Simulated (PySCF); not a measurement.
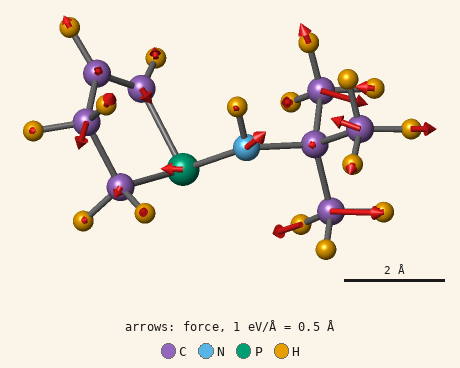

Starting geometry of C8H16NP with the computed forces as red arrows. A ball-and-stick model, seen at a tilt.

The start comes from GFN2-xTB. Its atoms were then displaced at random by about 0.01 Å.

Method: PBE0-D3(BJ)/def2-SVP geometry optimisation, gas phase in PySCF. 

**Is this structure relaxed? If not, where do the atoms go?**

It isn't relaxed: the largest force vector, on a C atom, is 2.58 eV/Å. The final displacements have little in common with the starting forces (cosine between the two patterns 0.07). The largest move after the best rigid fit is that of an H atom, 0.43 Å. Largest moves by element: H 0.43 Å, C 0.25 Å, P 0.21 Å, N 0.20 Å. Some distances before and after: C–H 1.051 → 1.101 Å, C–H 1.130 → 1.102 Å, N–P 1.695 → 1.724 Å, C–H 1.078 → 1.106 Å. Among the angles between lasting bonds that change: N–P–C 97.7° → 102.3°, P–C–H 119.7° → 122.8°, C–N–H 109.2° → 112.3°. After 9 geometry steps the energy has fallen by 5.39 kcal/mol. The run took 5.7 min on 1 thread of Arm Neoverse V1 (shared host).
